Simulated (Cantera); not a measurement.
Feed: 1 mol SiO2, 2.1 mol C, 1.2 mol H2, equilibrated at 84.0 mbar.

Equilibrium computed with Cantera from the NASA thermochemical tables; the gas is ideal and each condensed phase is pure. Candidate condensed phases: C, C6H6, C7H8, C8H18, H2O, Si, SiC, SiO2; 123 gas species. Mutual solubility and eutectic melting of coexisting phases are not modelled. The tables hold silica as quartz up to 1696 K and as liquid above; real silica turns to tridymite and cristobalite and melts near 1996 K. Gases not in the tables: Si2H6 and higher silanes. Equilibrium is a limit: real reactors are often held back by kinetics, nucleation or transport.

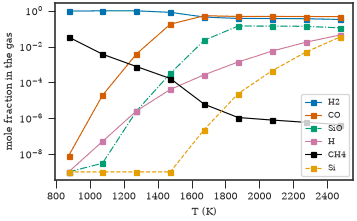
Fig. 1. Equilibrium gas composition (values under 1e-9 drawn at 1e-9)

From 875 K to 1075 K the condensed part is C(graphite) + SiO2(β-quartz). From 1275 K to 1475 K the condensed part is C(graphite) + SiC(s) + SiO2(β-quartz). At 1675 K the condensed part is SiC(s) + SiO2(β-quartz). From 1875 K to 2475 K the condensed part is SiC(s).
